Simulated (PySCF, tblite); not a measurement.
Dissociation curve of AlN, triplet.

- UHF/cc-pVTZ (PySCF)
- UMP2 = MP2 on UHF/cc-pVTZ, 6 core orbitals frozen in PySCF
- GFN2-xTB, 300 K electronic temperature (tblite)

Energies are in kJ/mol, each relative to the lowest point of its own curve near equilibrium.

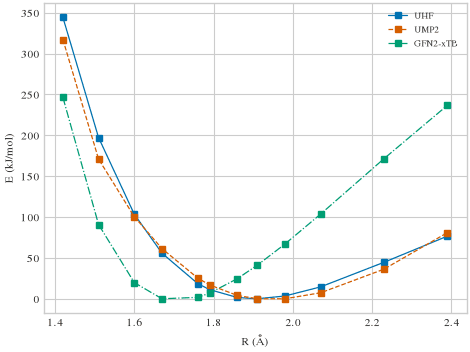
Energy against bond length for each method.

```csv
R / Å,UHF,UMP2,GFN2-xTB
1.42,344.2,317.1,246.4
1.51,197.2,170.9,90.8
1.60,103.6,100.5,19.9
1.67,55.8,61.4,0.0
1.76,18.7,25.4,1.7
1.79,11.2,17.0,6.8
1.86,1.6,4.1,24.6
1.91,0.0,0.0,40.9
1.98,3.4,0.0,66.9
2.07,14.5,7.3,103.5
2.23,44.6,36.2,171.3
2.39,76.6,80.9,236.7
```

At the longest distance, 2.39 Å, GFN2-xTB lies highest above its minimum (236.7 kJ/mol) and UHF lowest (76.6 kJ/mol).

The scan ran from 1.42 to 7.20 Å; beyond the distances shown one of the unrestricted levels run for this scan, shown here or not, changes its spin distribution in one step. The unrestricted determinant behind UHF, UMP2 is spin-contaminated at 1.60 to 1.86, 2.39 Å (<S²> up to 2.2, against 2.00 for a pure triplet).
